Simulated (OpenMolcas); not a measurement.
# SnSe (SMILES [Se][Sn]): RI-MP2/ANO-RCC-VQZP (DKH2, RICD fitting)

What is the energy change on altering one bond length of SnSe at RI-MP2/ANO-RCC-VQZP (DKH2, RICD fitting)? 

The calculation is run with OpenMolcas 26.06.

**1. The structure to begin with**

The species is SnSe (2 atoms), meant as a singlet with charge 0. As SMILES, `[Se][Sn]`. The coordinates come from a PBE0-D4/def2-TZVP relaxation.

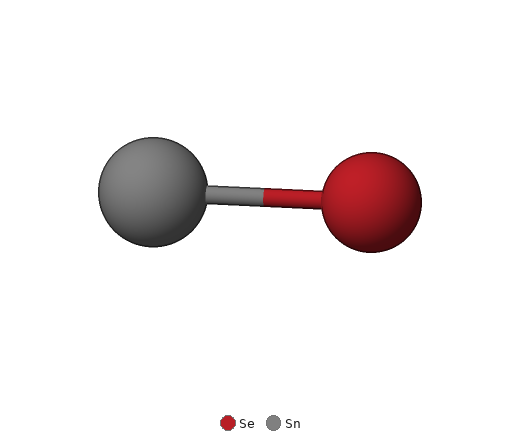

Viewed from a chosen angle; selenium red, tin grey.

**2. A single-point energy at RI-MP2/ANO-RCC-VQZP (DKH2, RICD fitting)**

Contents of struct.xyz:

```xyz
2

Se     0.000000     0.000000     0.006530
Sn     0.000000     0.000000     2.331810
```

Contents of job.input:

```
&GATEWAY
  COORD=struct.xyz
  BASIS=ANO-RCC-VQZP
  GROUP=NoSym
  RICD

&SEWARD

&SCF
  PRORBITALS=1 1

&MBPT2
  FROZEN=27
```

On the command line:

```bash
$ export MOLCAS_MEM=1860
$ pymolcas job.input > job.log
```

The program printed:

```text
--- Start Module: gateway ---
[...]
--- Stop Module: gateway /rc=_RC_ALL_IS_WELL_ ---
[...]
      Basis functions          161
[...]
--- Start Module: scf ---
[...]
       Convergence after  12 Iterations
[...]
::    Total SCF energy                              -8600.5153322890
[...]
      Total spin, S                                     0.0000000000
[...]
      Total electronic charge=   84.000000
      Total            charge=   -0.000000
[...]
      Dipole Moment (debye):
      Origin of the operator (angstrom)=    0.0000    0.0000    1.4018
                   X= -2.8673E-11               Y= -1.4585E-11               Z=  3.8093E+00           Total=  3.8093E+00
      Quadrupole Moment (debye*angstrom):
[...]
--- Stop Module: scf /rc=_RC_ALL_IS_WELL_ ---
[...]
--- Start Module: mbpt2 ---
[...]
WARNING!
Default frozen orbitals as non valence orbitals is overwritten by user input.
Default values:  32
[...]
       Reference weight ( Cref**2 )         =        0.81481
::    Total MBPT2 energy                            -8601.3150826433
[...]
--- Stop Module: mbpt2 /rc=_RC_ALL_IS_WELL_ ---
[...]
```

Wall time 83 s (1 thread of Arm Neoverse N1, shared host); peak memory 0.49 GiB.

**3. The distorted shape, same level**

Contents of struct.xyz:

```xyz
2

Se     0.000000     0.000000    -0.574790
Sn     0.000000     0.000000     2.331810
```

Contents of job.input:

```
* SeSn RI-MP2

&GATEWAY
  Coord=struct.xyz
  Basis=ANO-RCC-VQZP
  Group=NoSym
  RICD

&SEWARD

&SCF
  PrOrbitals=1 1

&MBPT2
  Frozen=27
```

On the command line:

```bash
$ export MOLCAS_MEM=1860
$ pymolcas job.input > job.log
```

The program printed:

```text
--- Start Module: gateway ---
[...]
--- Stop Module: gateway /rc=_RC_ALL_IS_WELL_ ---
[...]
      Basis functions          161
[...]
--- Start Module: scf ---
[...]
       Convergence after  13 Iterations
[...]
::    Total SCF energy                              -8600.4404635370
[...]
      Total spin, S                                     0.0000000000
[...]
      Total electronic charge=   84.000000
      Total            charge=   -0.000000
[...]
      Dipole Moment (debye):
      Origin of the operator (angstrom)=    0.0000    0.0000    1.1693
                   X=  2.0058E-11               Y=  3.7810E-11               Z=  7.0589E+00           Total=  7.0589E+00
      Quadrupole Moment (debye*angstrom):
[...]
--- Stop Module: scf /rc=_RC_ALL_IS_WELL_ ---
[...]
--- Start Module: mbpt2 ---
[...]
WARNING!
Default frozen orbitals as non valence orbitals is overwritten by user input.
Default values:  32
[...]
       Reference weight ( Cref**2 )         =        0.78825
::    Total MBPT2 energy                            -8601.2453056136
[...]
--- Stop Module: mbpt2 /rc=_RC_ALL_IS_WELL_ ---
[...]
```

It took 83 s on 1 thread of Arm Neoverse N1, shared host; peak memory 0.49 GiB.

**4. What came out**

Level: RI-MP2/ANO-RCC-VQZP (DKH2, RICD fitting), 27 core orbitals frozen.

```
                                                           quantity           value
                                          first shape: total energy  -8601.31508 Eh
                    first shape: dipole moment (mean-field density)          3.81 D
                   first shape: HOMO energy (Hartree–Fock orbitals)        -9.07 eV
                   first shape: LUMO energy (Hartree–Fock orbitals)        -0.11 eV
                 first shape: HOMO–LUMO gap (Hartree–Fock orbitals)         8.96 eV
          first shape: correlation energy (27 core orbitals frozen)      -799.8 mEh
                                      distorted shape: total energy  -8601.24531 Eh
                distorted shape: dipole moment (mean-field density)          7.06 D
               distorted shape: HOMO energy (Hartree–Fock orbitals)        -7.85 eV
               distorted shape: LUMO energy (Hartree–Fock orbitals)        -1.13 eV
             distorted shape: HOMO–LUMO gap (Hartree–Fock orbitals)         6.72 eV
      distorted shape: correlation energy (27 core orbitals frozen)      -804.8 mEh
energy change with the Se1–Sn2 bond stretched from 2.325 to 2.907 Å        1.899 eV
```

In words: With the Se1–Sn2 bond stretched from 2.325 to 2.907 Å the energy rises by 1.90 eV (44 kcal/mol). The first shape isn't relaxed at this level, so the change isn't measured from a minimum.
